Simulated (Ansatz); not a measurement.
## Run report: C2H3BMg, molecular dynamics

The run: molecular dynamics of C2H3BMg, SMILES C#C[BH][MgH]. Method and program: RKS r2SCAN-D4/def2-SVP (Ansatz 0.2.0).

One setting was made poor on purpose. It belongs to a series of runs on one base structure; here: dynamics from the start.

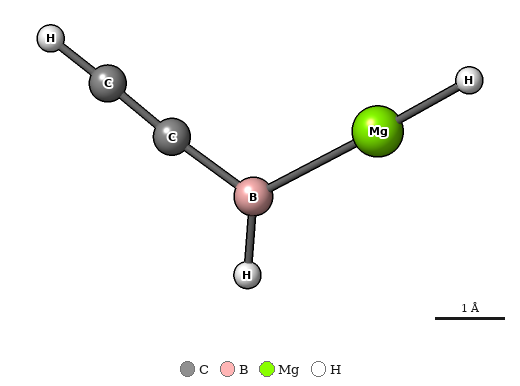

The structure as given in the input (ball-and-stick view, seen at a tilt). Sticks mark near contacts.

## Results in brief

| quantity | value |
| --- | --- |
| outcome | finished |
| mean temperature over the second half | 235 K |
| trajectory | 40 steps, 80 fs |
| ensemble | nvt_langevin |
| temperature in the input | 300.0 K |
| time step | 2.0 fs |
| potential energy (last step) | −8233.3919 eV |
| mean-field energy (last step) | −8233.3647 eV |
| largest force (length of the vector) (last step) | 0.932 eV/Å |
| hardware | 2 threads of Arm Neoverse N1, 16 GiB of memory available, shared host |
| wall time | 77 s (CPU time 2.5 min) |
| peak memory | 0.1 GiB |

## Remarks

A deliberately poor setting: time step. So short a trajectory is not equilibrated. The logged temperature at the start can lie below the typed one, since it is counted over all degrees of freedom.

## Input file
```yaml
crystal:
  periodic: [false, false, false]
  atoms:
    - { symbol: C, position_ang: [-2.112302, -0.397996, 0.019729] }
    - { symbol: C, position_ang: [-0.939792, -0.343427, 0.396058] }
    - { symbol: B, position_ang: [0.509743, -0.234229, 0.764269] }
    - { symbol: Mg, position_ang: [1.917025, 0.69151, -0.787053] }
    - { symbol: H, position_ang: [-3.142973, -0.458775, -0.281264] }
    - { symbol: H, position_ang: [0.829891, -0.645816, 1.860184] }
    - { symbol: H, position_ang: [2.938408, 1.388732, -1.971924] }
basis:
  gaussian: { orbitals: def2-SVP }
hamiltonian:
  xc: r2scan
  dispersion: d4
md:
  timestep: 2.0
  n_steps: 40
  ensemble: nvt_langevin
  temperature: 300.0
  initial_velocities: maxwell_boltzmann
  seed: 29745
  friction: 0.05
scf:
  lower_state_search: "off"
```

Launch command:
```bash
ansatz run input.yaml --threads 2 --pin off --max-ram 3072MiB --backend cpu --events-out ev --progress --plain --runs-dir out
```

## What the program printed
```
Engine: ansatz 0.2.0, aarch64-unknown-linux-gnu
Functional definition: r2SCAN
  parameter k0 = 0.174
  parameter k1 = 0.065
  parameter a1 = 4.9479
  exchange = r2scan_x(k0 = k0, k1 = k1, a1 = a1)
  correlation = r2scan_c
these checks for a lower state are left out or cut short: stability, starts, cluster_reference, orbital_swaps, neighbouring_geometries, increment
823 factors; their error is unknown
mean field evaluation 1: about -8227.8276 eV, gradient 4.1e1 eV
mean field evaluation 2: about -8220.5422 eV, gradient 6.2e1 eV
mean field evaluation 4: about -8233.0225 eV, gradient 1.3e1 eV
mean field evaluation 8: about -8233.4682 eV, gradient 1.1e-1 eV
mean field evaluation 16: about -8233.4682 eV, gradient 2.2e-5 eV
mean field -8233.46819414 eV, -302.5743752895 hartree, gradient 2.1e-6 eV, S^2 0.000000; 0 other end points of the search recorded, 0 dependent functions left out
the calculation of the forces begins
reference -8233.46820997 eV, -302.5743758710 hartree; 16, 16 occupied and 59, 59 virtual orbitals, 823 factors
md step     0: t =     0.00 fs  T =   257.1 K  F+E_penalty+E_count = -8233.49557054 eV  E_kin = 0.232668 eV  (15 SCF iters)
these checks for a lower state are left out or cut short: stability, starts, cluster_reference, orbital_swaps, neighbouring_geometries, increment
823 factors; their error is unknown
mean field -8233.43180961 eV, -302.5730381825 hartree, gradient 2.2e-6 eV, S^2 0.000000; 0 other end points of the search recorded, 0 dependent functions left out
[... from here on the field's lines of each further geometry are left out, up to the last ...]
md step     1: t =     2.00 fs  T =   237.6 K  F+E_penalty+E_count = -8233.45909294 eV  E_kin = 0.214989 eV  (18 SCF iters, 33 dispersion substeps)
md step     2: t =     4.00 fs  T =   293.6 K  F+E_penalty+E_count = -8233.41681639 eV  E_kin = 0.265695 eV  (20 SCF iters, 33 dispersion substeps)
md step     3: t =     6.00 fs  T =   364.6 K  F+E_penalty+E_count = -8233.38555743 eV  E_kin = 0.329921 eV  (19 SCF iters, 33 dispersion substeps)
md step     4: t =     8.00 fs  T =   275.2 K  F+E_penalty+E_count = -8233.36085275 eV  E_kin = 0.249000 eV  (20 SCF iters, 35 dispersion substeps)
md step     5: t =    10.00 fs  T =   342.7 K  F+E_penalty+E_count = -8233.36976972 eV  E_kin = 0.310127 eV  (20 SCF iters, 35 dispersion substeps)
md step     6: t =    12.00 fs  T =   332.1 K  F+E_penalty+E_count = -8233.34939937 eV  E_kin = 0.300456 eV  (20 SCF iters, 35 dispersion substeps)
md step     7: t =    14.00 fs  T =   302.9 K  F+E_penalty+E_count = -8233.31479209 eV  E_kin = 0.274113 eV  (20 SCF iters, 35 dispersion substeps)
md step     8: t =    16.00 fs  T =   296.3 K  F+E_penalty+E_count = -8233.31991032 eV  E_kin = 0.268136 eV  (21 SCF iters, 35 dispersion substeps)
md step     9: t =    18.00 fs  T =   404.3 K  F+E_penalty+E_count = -8233.33899009 eV  E_kin = 0.365837 eV  (20 SCF iters, 35 dispersion substeps)
md step    10: t =    20.00 fs  T =   449.4 K  F+E_penalty+E_count = -8233.33409683 eV  E_kin = 0.406636 eV  (20 SCF iters, 35 dispersion substeps)
md step    11: t =    22.00 fs  T =   419.2 K  F+E_penalty+E_count = -8233.30900999 eV  E_kin = 0.379264 eV  (20 SCF iters, 37 dispersion substeps)
md step    12: t =    24.00 fs  T =   456.9 K  F+E_penalty+E_count = -8233.32602035 eV  E_kin = 0.413375 eV  (20 SCF iters, 37 dispersion substeps)
md step    13: t =    26.00 fs  T =   335.3 K  F+E_penalty+E_count = -8233.32354754 eV  E_kin = 0.303368 eV  (20 SCF iters, 37 dispersion substeps)
md step    14: t =    28.00 fs  T =   370.1 K  F+E_penalty+E_count = -8233.34290111 eV  E_kin = 0.334841 eV  (20 SCF iters, 37 dispersion substeps)
md step    15: t =    30.00 fs  T =   330.7 K  F+E_penalty+E_count = -8233.35736702 eV  E_kin = 0.299259 eV  (20 SCF iters, 37 dispersion substeps)
md step    16: t =    32.00 fs  T =   305.0 K  F+E_penalty+E_count = -8233.33883005 eV  E_kin = 0.275999 eV  (20 SCF iters, 37 dispersion substeps)
md step    17: t =    34.00 fs  T =   211.8 K  F+E_penalty+E_count = -8233.31021281 eV  E_kin = 0.191685 eV  (21 SCF iters, 37 dispersion substeps)
md step    18: t =    36.00 fs  T =   252.9 K  F+E_penalty+E_count = -8233.30351895 eV  E_kin = 0.228815 eV  (21 SCF iters, 37 dispersion substeps)
md step    19: t =    38.00 fs  T =   299.2 K  F+E_penalty+E_count = -8233.32538692 eV  E_kin = 0.270693 eV  (20 SCF iters, 37 dispersion substeps)
md step    20: t =    40.00 fs  T =   207.4 K  F+E_penalty+E_count = -8233.34623970 eV  E_kin = 0.187621 eV  (20 SCF iters, 37 dispersion substeps)
md step    21: t =    42.00 fs  T =   224.4 K  F+E_penalty+E_count = -8233.33958839 eV  E_kin = 0.203025 eV  (20 SCF iters, 37 dispersion substeps)
md step    22: t =    44.00 fs  T =   190.9 K  F+E_penalty+E_count = -8233.33613627 eV  E_kin = 0.172710 eV  (20 SCF iters, 37 dispersion substeps)
md step    23: t =    46.00 fs  T =   191.9 K  F+E_penalty+E_count = -8233.36999570 eV  E_kin = 0.173593 eV  (20 SCF iters, 37 dispersion substeps)
md step    24: t =    48.00 fs  T =   242.1 K  F+E_penalty+E_count = -8233.39452800 eV  E_kin = 0.219071 eV  (20 SCF iters, 37 dispersion substeps)
md step    25: t =    50.00 fs  T =   341.1 K  F+E_penalty+E_count = -8233.38636874 eV  E_kin = 0.308632 eV  (20 SCF iters, 37 dispersion substeps)
md step    26: t =    52.00 fs  T =   296.9 K  F+E_penalty+E_count = -8233.36007747 eV  E_kin = 0.268666 eV  (20 SCF iters, 37 dispersion substeps)
md step    27: t =    54.00 fs  T =   290.6 K  F+E_penalty+E_count = -8233.34555255 eV  E_kin = 0.262949 eV  (20 SCF iters, 37 dispersion substeps)
md step    28: t =    56.00 fs  T =   243.2 K  F+E_penalty+E_count = -8233.36628999 eV  E_kin = 0.220045 eV  (20 SCF iters, 37 dispersion substeps)
md step    29: t =    58.00 fs  T =   306.0 K  F+E_penalty+E_count = -8233.38041890 eV  E_kin = 0.276852 eV  (20 SCF iters, 37 dispersion substeps)
md step    30: t =    60.00 fs  T =   246.8 K  F+E_penalty+E_count = -8233.33727232 eV  E_kin = 0.223285 eV  (20 SCF iters, 37 dispersion substeps)
md step    31: t =    62.00 fs  T =   269.8 K  F+E_penalty+E_count = -8233.33448033 eV  E_kin = 0.244082 eV  (19 SCF iters, 37 dispersion substeps)
md step    32: t =    64.00 fs  T =   195.3 K  F+E_penalty+E_count = -8233.34557617 eV  E_kin = 0.176750 eV  (20 SCF iters, 37 dispersion substeps)
md step    33: t =    66.00 fs  T =   227.3 K  F+E_penalty+E_count = -8233.36850071 eV  E_kin = 0.205684 eV  (20 SCF iters, 37 dispersion substeps)
md step    34: t =    68.00 fs  T =   218.8 K  F+E_penalty+E_count = -8233.36112834 eV  E_kin = 0.198019 eV  (20 SCF iters, 37 dispersion substeps)
md step    35: t =    70.00 fs  T =   236.2 K  F+E_penalty+E_count = -8233.37089490 eV  E_kin = 0.213683 eV  (20 SCF iters, 37 dispersion substeps)
md step    36: t =    72.00 fs  T =   199.0 K  F+E_penalty+E_count = -8233.35594032 eV  E_kin = 0.180052 eV  (20 SCF iters, 37 dispersion substeps)
md step    37: t =    74.00 fs  T =   184.0 K  F+E_penalty+E_count = -8233.34243451 eV  E_kin = 0.166519 eV  (20 SCF iters, 37 dispersion substeps)
md step    38: t =    76.00 fs  T =   150.6 K  F+E_penalty+E_count = -8233.34195321 eV  E_kin = 0.136276 eV  (21 SCF iters, 37 dispersion substeps)
the calculation of the forces begins
reference -8233.32636923 eV, -302.5691633200 hartree; 16, 16 occupied and 59, 59 virtual orbitals, 823 factors
md step    39: t =    78.00 fs  T =   215.0 K  F+E_penalty+E_count = -8233.35358800 eV  E_kin = 0.194492 eV  (20 SCF iters, 37 dispersion substeps)
these checks for a lower state are left out or cut short: stability, starts, cluster_reference, orbital_swaps, neighbouring_geometries, increment
823 factors; their error is unknown
mean field -8233.36467346 eV, -302.5705709747 hartree, gradient 2.1e-6 eV, S^2 0.000000; 0 other end points of the search recorded, 0 dependent functions left out
the calculation of the forces begins
reference -8233.36468919 eV, -302.5705715529 hartree; 16, 16 occupied and 59, 59 virtual orbitals, 823 factors
md step    40: t =    80.00 fs  T =   266.8 K  F+E_penalty+E_count = -8233.39189877 eV  E_kin = 0.241375 eV  (20 SCF iters, 37 dispersion substeps)
```

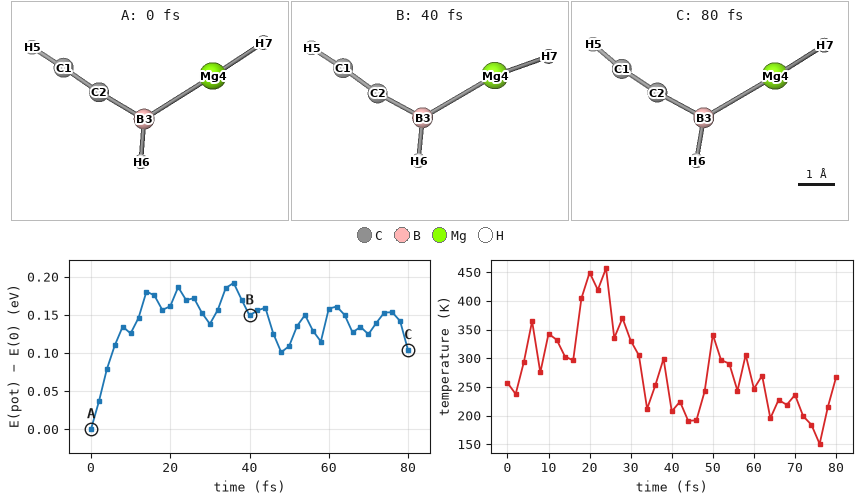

Frames of the molecular dynamics (ball-and-stick, seen on its broad side) above the curves, on which the letters mark them. The trajectory kept here has 41 frames over 80 fs. The temperature starts at 257 K, ranges from 151 to 457 K and averages 235 K over the second half. The potential energy ends 0.104 eV above its first value. After an unweighted best fit of the last frame on the first, the root-mean-square displacement is 0.10 Å, and Mg4 has moved furthest (0.19 Å).

```
Total energy: -8233.39191451 eV, -302.5715720646 hartree
Atom 0 at    -2.062912    -1.030161    -0.212252 Å, force    -0.702664    -0.273889    -0.547915 eV/Å
Atom 1 at    -1.024607    -0.598795     0.288807 Å, force     0.226437     0.117314    -0.467746 eV/Å
Atom 2 at     0.321920    -0.129832     0.766839 Å, force    -0.138755    -0.347969     0.447543 eV/Å
Atom 3 at     1.932206     0.655532    -0.730535 Å, force    -0.402443     0.093250     0.356312 eV/Å
Atom 4 at    -2.932863    -1.392809    -0.772275 Å, force     0.531533     0.240546     0.531557 eV/Å
Atom 5 at     0.390224    -0.294655     1.983419 Å, force     0.365569     0.245338    -0.220696 eV/Å
Atom 6 at     2.934576     1.578212    -1.748719 Å, force     0.120323    -0.074591    -0.099055 eV/Å
Dipole moment:    -0.044346    -0.207636    -0.123640 e Å
Checks for a lower state left out: stability, starts, cluster_reference, orbital_swaps, neighbouring_geometries, increment
```

## Trajectory as extended XYZ (Å, eV, eV/Å), 14 of the 41 frames kept, from step=0 to step=40
```
7
Properties=species:S:1:pos:R:3:forces:R:3 step=0 time_fs=0.0 energy=-8233.49557 temperature=257.1
C    -2.1123   -0.3980    0.0197    0.0047   0.0006   0.0006
C    -0.9398   -0.3434    0.3961   -0.0065  -0.0015   0.0008
B     0.5097   -0.2342    0.7643    0.0009   0.0016  -0.0034
Mg    1.9170    0.6915   -0.7871    0.0010   0.0007  -0.0011
H    -3.1430   -0.4588   -0.2813    0.0009   0.0002  -0.0001
H     0.8299   -0.6458    1.8602   -0.0001  -0.0011   0.0024
H     2.9384    1.3887   -1.9719   -0.0010  -0.0006   0.0008
7
Properties=species:S:1:pos:R:3:forces:R:3 step=3 time_fs=6.0 energy=-8233.38556 temperature=364.6
C    -2.1041   -0.3949    0.0354    1.3339  -0.5191   0.1689
C    -0.8998   -0.3830    0.3782   -2.8041   0.0188  -0.4758
B     0.4934   -0.2305    0.7674    1.3444   0.3198   0.3829
Mg    1.8976    0.6828   -0.7856    0.4010   0.3255  -0.3618
H    -3.1324   -0.5656   -0.2571    0.1829   0.2861   0.1038
H     0.8305   -0.4355    1.9212   -0.1102  -0.1106  -0.1499
H     2.9680    1.5638   -1.9144   -0.3480  -0.3205   0.3320
7
Properties=species:S:1:pos:R:3:forces:R:3 step=6 time_fs=12.0 energy=-8233.34940 temperature=332.1
C    -2.0805   -0.4489    0.0680   -1.4607  -0.7730  -0.8187
C    -0.8895   -0.4168    0.3290    0.8386   0.1083   1.0630
B     0.5108   -0.2489    0.7980    0.5563   0.4786  -0.2527
Mg    1.8873    0.6781   -0.7819    0.1381   0.0570   0.0973
H    -3.0876   -0.6762   -0.2581    0.1388   0.4179   0.1170
H     0.8010   -0.3326    1.9774   -0.1930  -0.2218  -0.1303
H     2.8962    1.6469   -1.7747   -0.0182  -0.0670  -0.0757
7
Properties=species:S:1:pos:R:3:forces:R:3 step=9 time_fs=18.0 energy=-8233.33899 temperature=404.3
C    -2.0826   -0.5332    0.0484   -0.2471  -0.3402  -0.4663
C    -0.8779   -0.4542    0.3134   -0.0102  -0.0596   1.1150
B     0.5346   -0.2627    0.8303   -0.2060   0.3706  -0.9299
Mg    1.9019    0.6783   -0.7825    0.0106  -0.0520   0.4292
H    -3.1233   -0.6873   -0.2475    0.5977   0.2536   0.1456
H     0.8212   -0.3693    2.0036   -0.2234  -0.2074  -0.0472
H     2.9790    1.6895   -1.6120    0.0783   0.0349  -0.2465
7
Properties=species:S:1:pos:R:3:forces:R:3 step=12 time_fs=24.0 energy=-8233.32602 temperature=456.9
C    -2.0753   -0.6322    0.0122    1.2047   0.2900   0.1874
C    -0.8803   -0.4985    0.3118   -0.1074  -0.1119   0.8055
B     0.5378   -0.2466    0.8310   -0.5533  -0.1086  -0.7844
Mg    1.9305    0.6826   -0.7911    0.3527   0.3064   0.4195
H    -3.1205   -0.7092   -0.1653   -0.4833  -0.1236  -0.2441
H     0.7690   -0.4921    2.0095   -0.0922   0.0458  -0.3280
H     3.1651    1.7110   -1.5111   -0.3212  -0.2980  -0.0559
7
Properties=species:S:1:pos:R:3:forces:R:3 step=15 time_fs=30.0 energy=-8233.35737 temperature=330.7
C    -2.0472   -0.6985   -0.0426    0.2908   0.2490   0.2336
C    -0.8868   -0.5257    0.3413   -0.1026   0.1110   0.0291
B     0.5142   -0.2081    0.7999   -0.2558  -0.5320  -0.4151
Mg    1.9498    0.6861   -0.7880    0.0438   0.1674   0.6139
H    -3.0961   -0.8123   -0.2236   -0.1752  -0.1642  -0.1880
H     0.7107   -0.5957    1.9379    0.2356   0.2478  -0.0307
H     3.2069    1.6484   -1.4367   -0.0366  -0.0789  -0.2427
7
Properties=species:S:1:pos:R:3:forces:R:3 step=18 time_fs=36.0 energy=-8233.30352 temperature=252.9
C    -2.0430   -0.7504   -0.0868    0.3415   0.3072   0.4801
C    -0.9025   -0.5356    0.3771   -2.2170  -0.2144  -1.1837
B     0.4612   -0.1830    0.7930    0.8192  -0.3556  -0.1840
Mg    1.9604    0.6915   -0.7784   -0.3609   0.0146   0.7769
H    -3.0956   -0.9003   -0.3619    0.8288  -0.0416   0.1475
H     0.6820   -0.5818    1.9089    0.3794   0.2249   0.3077
H     3.1523    1.6879   -1.4162    0.2090   0.0650  -0.3444
7
Properties=species:S:1:pos:R:3:forces:R:3 step=22 time_fs=44.0 energy=-8233.33614 temperature=190.9
C    -2.0387   -0.8053   -0.0936   -2.9624  -0.3754  -1.0712
C    -0.9679   -0.5507    0.3916    2.1659   0.5309   0.5654
B     0.4090   -0.1919    0.7909    0.8140   0.0704  -0.5333
Mg    1.9803    0.6764   -0.7556   -0.1330   0.2485   0.3869
H    -3.0282   -0.9415   -0.4935    0.0569  -0.1953   0.0149
H     0.7053   -0.4189    1.9186    0.2422  -0.0010   0.6370
H     3.1688    1.6858   -1.5449   -0.1835  -0.2780   0.0003
7
Properties=species:S:1:pos:R:3:forces:R:3 step=25 time_fs=50.0 energy=-8233.38637 temperature=341.1
C    -2.0720   -0.8336   -0.1259    0.6170   0.1599   0.4192
C    -0.9687   -0.5458    0.3825   -1.6594  -0.3752  -0.8628
B     0.4029   -0.1745    0.7707    1.2242   0.0622   0.1190
Mg    1.9960    0.6608   -0.7364   -0.2385   0.2095   0.1812
H    -3.0455   -1.0942   -0.5433    0.5018   0.1248   0.2594
H     0.8479   -0.3384    1.9006   -0.3883   0.0061  -0.1154
H     3.1489    1.6134   -1.6072   -0.0569  -0.1873  -0.0005
7
Properties=species:S:1:pos:R:3:forces:R:3 step=28 time_fs=56.0 energy=-8233.36629 temperature=243.2
C    -2.0929   -0.8879   -0.1385    0.8456  -0.1212   0.3291
C    -0.9916   -0.5708    0.3607   -0.5276   0.0073  -0.5429
B     0.4249   -0.1446    0.7440   -0.2798  -0.3553   0.2681
Mg    1.9921    0.6685   -0.7258   -0.5106  -0.0702   0.2316
H    -3.0213   -1.2601   -0.5912    0.6044   0.4073   0.4181
H     0.8387   -0.2583    1.9093   -0.5033  -0.0242  -0.4021
H     3.0425    1.5145   -1.6987    0.3715   0.1564  -0.3019
7
Properties=species:S:1:pos:R:3:forces:R:3 step=31 time_fs=62.0 energy=-8233.33448 temperature=269.8
C    -2.0781   -0.9430   -0.1355   -1.8634  -0.7604  -0.8318
C    -1.0230   -0.6129    0.3482    3.7762   1.3293   0.8658
B     0.4293   -0.1343    0.7294   -1.7054  -0.6540  -0.0841
Mg    1.9786    0.6814   -0.7094    0.0784   0.3034  -0.3714
H    -2.9854   -1.2825   -0.5892   -0.2621   0.0002   0.0166
H     0.6563   -0.1996    1.9142    0.0723  -0.0076   0.2156
H     3.0157    1.5500   -1.8122   -0.0960  -0.2109   0.1893
7
Properties=species:S:1:pos:R:3:forces:R:3 step=34 time_fs=68.0 energy=-8233.36113 temperature=218.8
C    -2.0947   -0.9867   -0.1508    2.0976   0.6715   0.9878
C    -1.0112   -0.6126    0.3417   -0.7193  -0.1813  -1.1346
B     0.3760   -0.1386    0.7268   -0.4937  -0.3763   1.2050
Mg    1.9677    0.6740   -0.7012   -0.1493   0.2370  -0.2484
H    -2.9469   -1.2952   -0.6880   -0.8885  -0.2854  -0.3088
H     0.5267   -0.2113    1.9699    0.1625   0.1323  -0.6887
H     2.8930    1.5623   -1.8744   -0.0094  -0.1977   0.1877
7
Properties=species:S:1:pos:R:3:forces:R:3 step=37 time_fs=74.0 energy=-8233.34244 temperature=184.0
C    -2.0786   -1.0038   -0.1674   -0.8617  -0.5227  -0.6580
C    -1.0207   -0.6154    0.3177    0.3137   0.3560  -0.6171
B     0.3235   -0.1269    0.7530    0.0433  -0.3625   0.2850
Mg    1.9529    0.6600   -0.7133   -0.3177   0.3165   0.0329
H    -2.9319   -1.3653   -0.7461    0.3551   0.2466   0.5138
H     0.3948   -0.2926    1.9475    0.4787   0.2402   0.2938
H     2.8571    1.6513   -1.8235   -0.0114  -0.2740   0.1496
7
Properties=species:S:1:pos:R:3:forces:R:3 step=40 time_fs=80.0 energy=-8233.39190 temperature=266.8
C    -2.0629   -1.0302   -0.2123   -0.7027  -0.2739  -0.5479
C    -1.0246   -0.5988    0.2888    0.2264   0.1173  -0.4677
B     0.3219   -0.1298    0.7668   -0.1388  -0.3480   0.4475
Mg    1.9322    0.6555   -0.7305   -0.4024   0.0932   0.3563
H    -2.9329   -1.3928   -0.7723    0.5315   0.2405   0.5316
H     0.3902   -0.2947    1.9834    0.3656   0.2453  -0.2207
H     2.9346    1.5782   -1.7487    0.1203  -0.0746  -0.0991
```
